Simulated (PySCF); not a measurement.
SMILES c1(c(cccc1)-c1cccs1)C=C, singlet at its GFN2-xTB optimised geometry (Å):

```
23

C      0.5043     2.8626    -1.6217
C      0.2603     1.5669    -1.4800
C     -0.7832     1.0026    -0.6260
C     -2.0082     1.6554    -0.5032
C     -3.0453     1.1100     0.2275
C     -2.8802    -0.1200     0.8449
C     -1.6728    -0.7800     0.7424
C     -0.6085    -0.2318     0.0265
C      0.6622    -0.9345     0.0000
C      1.9313    -0.4252     0.0112
C      2.9322    -1.4186     0.0122
C      2.4216    -2.6760     0.0000
S      0.7043    -2.6760     0.0000
H      1.2696     3.2242    -2.2872
H     -0.0358     3.6109    -1.0652
H      0.8523     0.8451    -2.0297
H     -2.1507     2.5942    -1.0175
H     -3.9858     1.6350     0.3051
H     -3.6903    -0.5614     1.4061
H     -1.5347    -1.7339     1.2315
H      2.1411     0.6285     0.0521
H      3.9858    -1.2028     0.0226
H      2.9458    -3.6109    -0.0059
```

Level of theory: PySCF with B3LYP/def2-SVP. Cells within 0.4 Å of a nucleus heavier than hydrogen are left out (blank, or x).

Map of the Laplacian of the electron density (e/bohr⁵), clipped to [-1.50, 1.50] on the plane z = 0.0 Å:

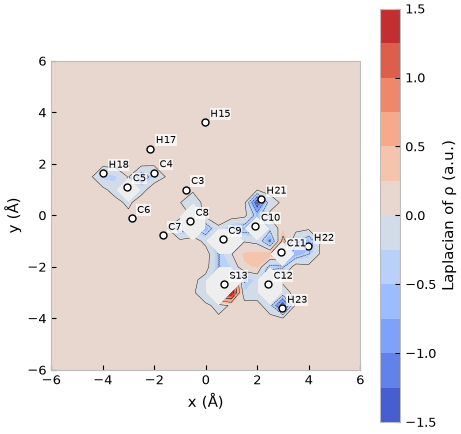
Laplacian of the electron density (e/bohr⁵), clipped to [-1.50, 1.50] on the plane z = 0.0 Å.
